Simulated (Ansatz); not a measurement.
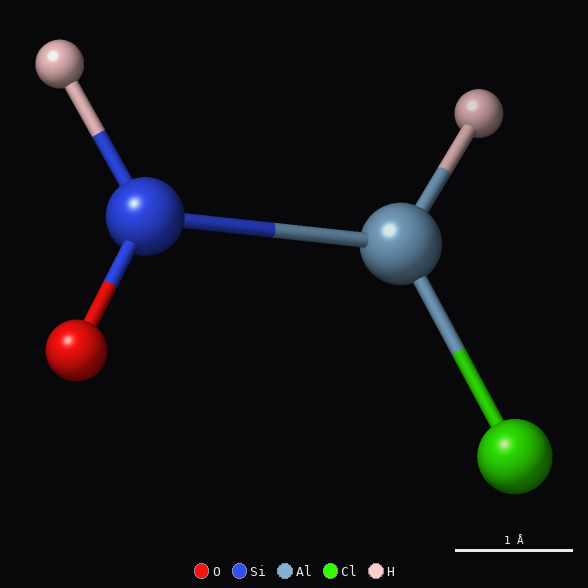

Ball-and-stick drawing of a structure. Every bond is drawn as one stick, whatever its order.

The computed structure is the end point of a PBE0-D4/def2-TZVP optimisation. No frequency run is at hand to confirm it as a minimum.

What does the picture show?

Formula AlClH2OSi. Its SMILES string is `O=[SiH][AlH][Cl]`. Among its groups: Si–H bond. All atoms lie on one plane. Coordination: 1 Si trigonal planar; 1 Al trigonal planar.

More results for the same structure follow; atom numbers are the same in all pictures, views and colours differ.

### Shape

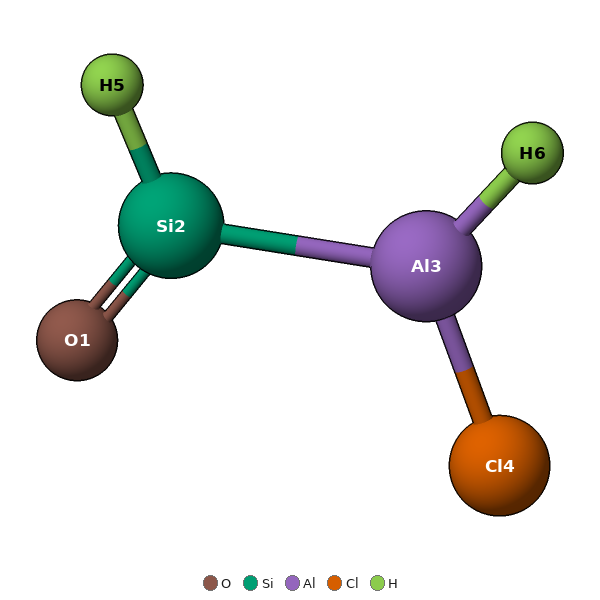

Numbered structure. No frequency run is at hand to confirm it as a minimum.

Give the bond lengths.

```csv
bond,length (Å)
O1–Si2,1.525
Si2–Al3,2.481
Si2–H5,1.501
Al3–Cl4,2.085
Al3–H6,1.578
```

### Electronic properties

No frequency run is at hand to confirm it as a minimum. Method: RKS PBE0-D4/def2-TZVPP (Ansatz 0.2.0).

> Estimate the HOMO energy (Kohn–Sham orbital).

−7.57 eV.

> Give the HOMO–LUMO gap at this level.

4.20 eV.

### Dipole moment

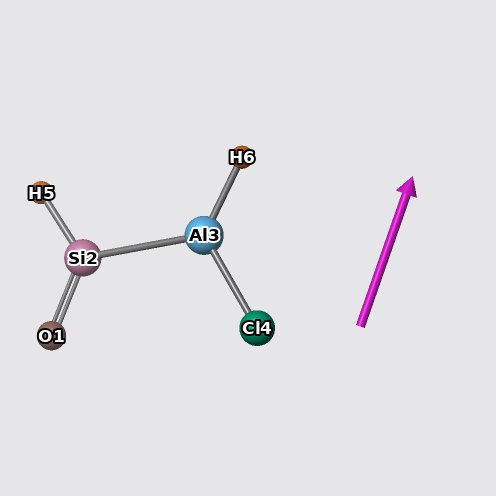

The arrow beside the molecule shows the direction of the dipole moment, from the negative to the positive end (its length means nothing). No frequency run is at hand to confirm it as a minimum. Method: RKS PBE0-D4/def2-TZVP (Ansatz 0.2.0).

> How large is the dipole moment?

4.18 D; it points from the side of O1 to the side of H6 (the outermost atoms at the two ends).

### Charges

The questions are on Mulliken charges. No frequency run is at hand to confirm it as a minimum. Method: RKS PBE0-D4/def2-TZVP (Ansatz 0.2.0).

> Which atom carries the highest charge (most positive or least negative)?

Al3 (0.47 e).

> And the lowest?

O1 (−0.46 e).

List the Mulliken charges.

| atom | value (e) |
| --- | --- |
| O1 | −0.46 |
| Si2 | 0.30 |
| Al3 | 0.47 |
| Cl4 | −0.22 |
| H5 | −0.02 |
| H6 | −0.07 |

Mulliken values depend strongly on the basis set and can even reverse the polarity of a bond.
